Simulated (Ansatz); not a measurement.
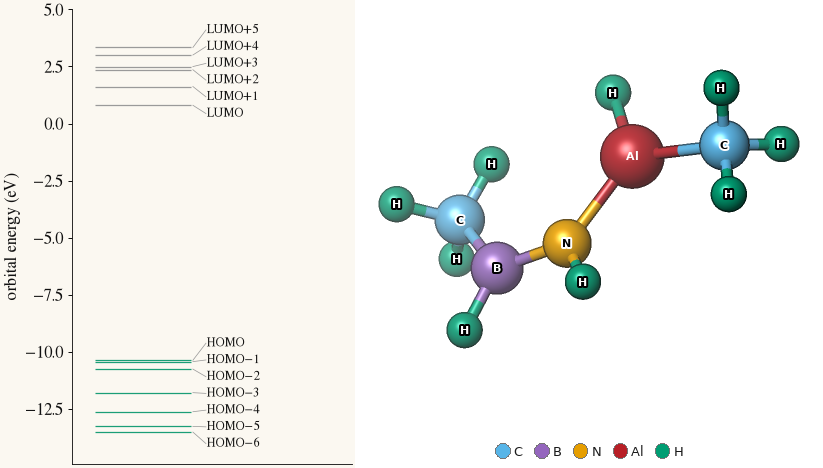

C₂H₉AlBN, SMILES CB[NH][AlH][CH3], singlet. Kohn-Sham orbital energies near the frontier, ωB97M-V/def2-TZVPP with the Ansatz code 0.2.0, at a PBE0-D4/def2-TZVP geometry (a minimum by its frequencies), isolated molecule; empty levels in grey, levels within 0.03 eV side by side.

Where do the frontier orbitals lie?

HOMO at −10.38 eV, LUMO at 0.80 eV, 11.18 eV apart.

How far below the HOMO does the next level lie?

0.06 eV.

Caveats: one conformer of a flexible molecule; empty levels above zero depend strongly on the basis.
